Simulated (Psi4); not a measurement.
**B2O3 (boron oxide), step by step**

Aim: a structure relaxation (r2SCAN-3c/def2-mTZVPP), then vibrational wavenumbers, then a single-point energy (MP2/cc-pVTZ) of B2O3 (boron oxide). 

The calculation is run with Psi4 1.11.

**1. Starting point**

B2O3: 5 atoms, total charge 0, spin state singlet. As SMILES, `O=BOB=O`. The coordinates come from a GFN2-xTB relaxation. The run starts from this shape.

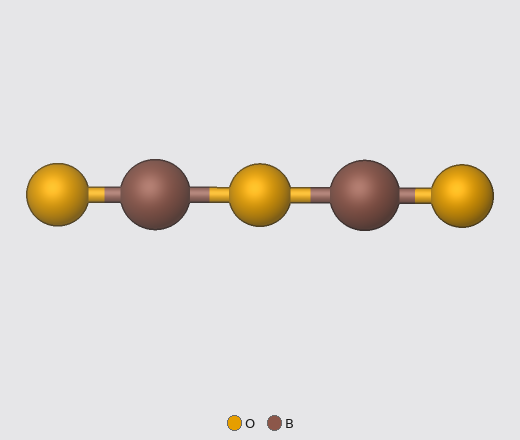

Viewed from a chosen angle; oxygen amber, boron brown.

**2. A structure relaxation at r2SCAN-3c/def2-mTZVPP (density fitting) (run 1)**

job.in

```
memory 1600 MB

molecule m {
  0 1
  O     -0.951530     0.213240    -2.280750
  B     -0.493950     0.113000    -1.181890
  O     -0.000100     0.000590     0.000160
  B      0.493420    -0.108740     1.182470
  O      0.952160    -0.218090     2.280010
  symmetry c1
}

set reference rks
set geom_maxiter 60

result, w = opt('r2scan-3c', return_wfn=True)
```

On the command line:

```
$ psi4 -i job.in -o job.out -n 1
```

job.out:

```text
[...]
  Running in c1 symmetry.
[...]
  Nuclear repulsion =  118.879104660367858
[...]
  Multiplicity = 1
[...]
  Nalpha       = 17
  Nbeta        = 17
[...]
    Number of basis functions: 110
[...]
   @DF-RKS iter   1:  -274.96067187999881   -3.69991e-01   1.14268e-02 DIIS/ADIIS
[...]
   @DF-RKS iter   8:  -275.49495797092436   -5.96856e-12   9.56484e-09 DIIS
[...]
    Orbital Energies [Eh]
    ---------------------
    Doubly Occupied:
       1A    -19.092155     2A    -18.971347     3A    -18.971341
       4A     -6.737726     5A     -6.737721     6A     -1.116434
       7A     -0.972703     8A     -0.972696     9A     -0.691891
      10A     -0.484548    11A     -0.484548    12A     -0.403737
      13A     -0.402070    14A     -0.351683    15A     -0.351683
      16A     -0.327465    17A     -0.327465
[...]
  @DF-RKS Final Energy:  -275.49495797092436
   => Energetics <=
    Nuclear Repulsion Energy =            117.0371418606046063
    One-Electron Energy =                -608.2841713470174909
    Two-Electron Energy =                 249.6119973834227039
    DFT Exchange-Correlation Energy =     -33.8644458137776780
    Empirical Dispersion Energy =           0.0045199458434986
    VV10 Nonlocal Energy =                  0.0000000000000000
    Total Energy =                       -275.4949579709243608
[...]
 Multipole Moments:
 ------------------------------------------------------------------------------------
     Multipole            Electronic (a.u.)      Nuclear  (a.u.)        Total (a.u.)
 ------------------------------------------------------------------------------------
 L = 1.  Multiply by 2.5417464519 to convert [e a0] to [Debye]
 Dipole X            :         -0.0003467            0.0001333           -0.0002134
 Dipole Y            :          0.0022357           -0.0010028            0.0012330
 Dipole Z            :          0.0003216           -0.0001466            0.0001751
 Magnitude           :                                                    0.0012635
[...]
  -Total Gradient:
     Atom            X                  Y                   Z
    ------   -----------------  -----------------  -----------------
       1        0.000047408015    -0.000050881951     0.000072896811
       2        0.000026159422     0.000039923960     0.000127128847
       3        0.000010945912    -0.000057604060    -0.000001156158
       4       -0.000053701591     0.000141363259    -0.000112666007
       5       -0.000030127169    -0.000077980600    -0.000086907709
[...]
    Final optimized geometry and variables:
    Molecular point group: c1
    Full point group: C1
    Geometry (in Angstrom), charge = 0, multiplicity = 1:
    O           -0.966846555860     0.219201724401    -2.316064738443
    B           -0.502511458189     0.113923981973    -1.203392429000
    O            0.000130216079    -0.001589367692    -0.000201519970
    B            0.502372146117    -0.112876095773     1.203545608670
    O            0.966812228329    -0.218333617149     2.316160824792
    Psi4 run time: 0:00:35.94
[...]
```

On the terminal:

```text
Interior angle of 179.9 for bend B([0, 1, 3]) can't work in good torsion
Interior angle of 179.7 for bend B([1, 3, 4]) can't work in good torsion
Optimizer: Optimization complete!
```

It took 38 s on 1 thread of AMD EPYC 7B13 (Zen 3), shared host; peak memory 0.97 GiB.

Step by step:

| step | energy from the first frame kept (eV) | largest force (eV/Å) |
| --- | --- | --- |
| 0 | 0.0000 | 1.5040 |
| 1 | -0.0580 | 0.1319 |
| 2 | -0.0588 | 0.0097 |

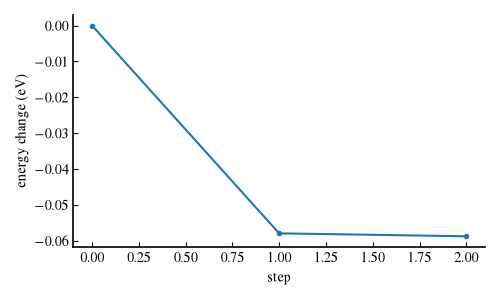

Energy along the run.

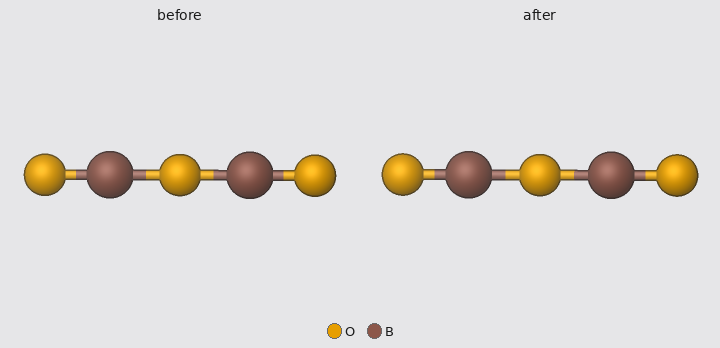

Before and after, at one scale.

After the run. Bond lengths: O1–B2 1.210 Å, B2–O3 1.309 Å, O3–B4 1.309 Å, B4–O5 1.210 Å. Angles: O1–B2–O3 179.9°, B2–O3–B4 179.8°, O3–B4–O5 179.9°.

**3. Vibrational wavenumbers at r2SCAN-3c/def2-mTZVPP (density fitting) (run 2)**

input.dat

```
memory 1600 MB

molecule molecule1 {
  0 1
  O      0.000000     0.000000    -2.519324
  B      0.000000     0.000000    -1.309065
  O      0.000000     0.000000     0.000003
  B      0.000000     0.000000     1.309061
  O      0.000000     0.000000     2.519325
  symmetry c1
}

set t 400.0
set rotational_symmetry_number 2

e_tot = freq("r2scan-3c")
print_variables()
```

On the command line:

```
$ psi4 -n 1 input.dat output.dat
```

output.dat:

```text
[...]
  Running in c1 symmetry.
[...]
  Nuclear repulsion =  117.037202567115315
[...]
  Multiplicity = 1
[...]
  Nalpha       = 17
  Nbeta        = 17
[...]
    Number of basis functions: 110
[...]
   @DF-RKS iter   1:  -274.96609828282288   -4.35556e-01   1.13413e-02 DIIS/ADIIS
[...]
   @DF-RKS iter  12:  -275.49495553423725   -7.95808e-13   8.96590e-10 DIIS
[...]
    Orbital Energies [Eh]
    ---------------------
    Doubly Occupied:
       1A    -19.092020     2A    -18.971356     3A    -18.971236
       4A     -6.737608     5A     -6.737581     6A     -1.116175
       7A     -0.973118     8A     -0.972602     9A     -0.691636
      10A     -0.484356    11A     -0.484356    12A     -0.403753
      13A     -0.402076    14A     -0.351798    15A     -0.351798
      16A     -0.327548    17A     -0.327548
[...]
  @DF-RKS Final Energy:  -275.49495553423725
   => Energetics <=
    Nuclear Repulsion Energy =            117.0459692133813974
    One-Electron Energy =                -608.3027752166105984
    Two-Electron Energy =                 249.6223317044958776
    DFT Exchange-Correlation Energy =     -33.8650006063340214
    Empirical Dispersion Energy =           0.0045193708301359
    VV10 Nonlocal Energy =                  0.0000000000000000
    Total Energy =                       -275.4949555342372491
[...]
 Multipole Moments:
 ------------------------------------------------------------------------------------
     Multipole            Electronic (a.u.)      Nuclear  (a.u.)        Total (a.u.)
 ------------------------------------------------------------------------------------
 L = 1.  Multiply by 2.5417464519 to convert [e a0] to [Debye]
 Dipole X            :          0.0000000            0.0000000            0.0000000
 Dipole Y            :         -0.0000000            0.0000000           -0.0000000
 Dipole Z            :          0.0041371           -0.0005829            0.0035542
 Magnitude           :                                                    0.0035542
[...]
  -Total Gradient:
     Atom            X                  Y                   Z
    ------   -----------------  -----------------  -----------------
       1        0.000000000000    -0.000000000000     0.000123186176
       2       -0.000000000000    -0.000000000000     0.000035211589
       3       -0.000000000000    -0.000000000000    -0.000506911644
       4        0.000000000000     0.000000000000     0.002132337594
       5       -0.000000000000    -0.000000000000    -0.001796592084
[...]
  ==> Harmonic Vibrational Analysis <==
[...]
  Freq [cm^-1]                 91.9194i            91.9181i            444.3407
[...]
  IR activ [km/mol]             5.0981              5.0981             111.4958
[...]
  Freq [cm^-1]                 444.3408            467.1291            467.1292
[...]
  IR activ [km/mol]            111.4957             0.0000              0.0000
[...]
  Freq [cm^-1]                 679.6048           1328.7877           2109.9859
[...]
  IR activ [km/mol]             0.0000             70.2054              0.0003
[...]
  Freq [cm^-1]                2145.3781
[...]
  IR activ [km/mol]           1522.3948
[...]
  Total E_0, Enthalpy at 0 [K]                                                         -275.47653527 [Eh]
[...]
  Total H, Enthalpy at  400.00 [K]                                                     -275.46974568 [Eh]
[...]
  Total G, Gibbs energy at  400.00 [K]                                                 -275.50977999 [Eh]
[...]
```

Standard output:

```text
Warning: thermodynamics relations excluded imaginary frequencies: ['91.9194i' '91.9181i']
Warning: used thermodynamics relations inappropriate for low-frequency modes: ['444.3407' '444.3408' '467.1291' '467.1292']
```

Run time: 5.3 min. Hardware: 1 thread of AMD EPYC 7B13 (Zen 3), shared host; peak memory 1 GiB.

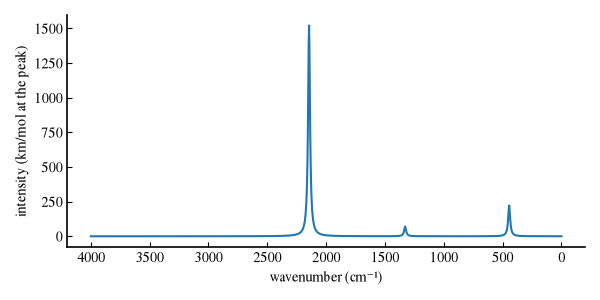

Harmonic infrared spectrum, unscaled, lines broadened by 10 cm⁻¹.

**4. A single-point energy at MP2/cc-pVTZ (density fitting, density fitting for correlation) (run 3)**

job.py

```python
import psi4

psi4.set_memory(1600000000)
psi4.set_num_threads(1)
psi4.set_output_file('output.dat', False)

m = psi4.geometry("""
0 1
O     -0.966809     0.218898    -2.316106
B     -0.502474     0.113621    -1.203434
O      0.000168    -0.001893    -0.000243
B      0.502410    -0.113179     1.203504
O      0.966850    -0.218637     2.316120
units angstrom
""")

psi4.set_options({
    'reference': 'rhf',
    'freeze_core': True,
})

result = psi4.energy('mp2/cc-pVTZ')
print(f'total energy {result:.8f} hartree = {result * 27.211386:.5f} eV')
```

On the command line:

```
$ python job.py
```

output.dat:

```text
[...]
  Running in c1 symmetry.
[...]
  Nuclear repulsion =  117.037131429991547
[...]
  Multiplicity = 1
[...]
  Nalpha       = 17
  Nbeta        = 17
[...]
    Number of basis functions: 150
[...]
   @DF-RHF iter   1:  -273.98321704186037   -1.53983e+00   5.53595e-03 ADIIS/DIIS
[...]
   @DF-RHF iter  10:  -274.23579123000218   -6.38352e-11   5.43311e-09 DIIS
[...]
    Orbital Energies [Eh]
    ---------------------
    Doubly Occupied:
       1A    -20.704341     2A    -20.572398     3A    -20.572396
       4A     -7.725701     5A     -7.725672     6A     -1.512381
       7A     -1.343423     8A     -1.343213     9A     -0.947763
      10A     -0.718569    11A     -0.718568    12A     -0.641542
      13A     -0.640048    14A     -0.541190    15A     -0.541190
      16A     -0.514853    17A     -0.514853
[...]
  @DF-RHF Final Energy:  -274.23579123000218
   => Energetics <=
    Nuclear Repulsion Energy =            117.0371314299915468
    One-Electron Energy =                -607.9896418934292797
    Two-Electron Energy =                 216.7167192334355832
    Total Energy =                       -274.2357912300021781
[...]
 Multipole Moments:
 ------------------------------------------------------------------------------------
     Multipole            Electronic (a.u.)      Nuclear  (a.u.)        Total (a.u.)
 ------------------------------------------------------------------------------------
 L = 1.  Multiply by 2.5417464519 to convert [e a0] to [Debye]
 Dipole X            :         -0.0004380            0.0001334           -0.0003046
 Dipole Y            :          0.0029321           -0.0010036            0.0019285
 Dipole Z            :          0.0004166           -0.0001461            0.0002705
 Magnitude           :                                                    0.0019711
[...]
```

The script printed:

```text
total energy -275.09586709 hartree = -7485.73983 eV
```

It took 3.3 s on 1 thread of AMD EPYC 7B13 (Zen 3), shared host; peak memory 0.29 GiB.

**5. Outcome**

| quantity | value |
| --- | --- |
| run 1, r2SCAN-3c/def2-mTZVPP: total energy at the end | -275.49496 Eh |
| run 1, r2SCAN-3c/def2-mTZVPP: dipole moment | 0.00 D |
| run 1, r2SCAN-3c/def2-mTZVPP: HOMO energy | -8.91 eV |
| run 1, r2SCAN-3c/def2-mTZVPP: LUMO energy | -1.57 eV |
| run 1, r2SCAN-3c/def2-mTZVPP: HOMO–LUMO gap | 7.34 eV |
| run 2, r2SCAN-3c/def2-mTZVPP: lowest harmonic wavenumber | 92i cm⁻¹ (imaginary) |
| run 2, r2SCAN-3c/def2-mTZVPP: highest harmonic wavenumber | 2145 cm⁻¹ |
| run 3, MP2/cc-pVTZ: total energy | -275.09587 Eh |
| run 3, MP2/cc-pVTZ: HOMO energy (Hartree–Fock orbitals) | -14.01 eV |
| run 3, MP2/cc-pVTZ: LUMO energy (Hartree–Fock orbitals) | 2.04 eV |
| run 3, MP2/cc-pVTZ: HOMO–LUMO gap (Hartree–Fock orbitals) | 16.05 eV |
| run 3, MP2/cc-pVTZ: correlation energy (5 core orbitals frozen) | -860.1 mEh |

What this shows: The optimisation (run 1, r2SCAN-3c/def2-mTZVPP) took 3 steps and changed the energy by -0.059 eV. 2 modes are imaginary (lowest 92i cm⁻¹): a higher-order saddle point, unless the integration grid spoils the Hessian.
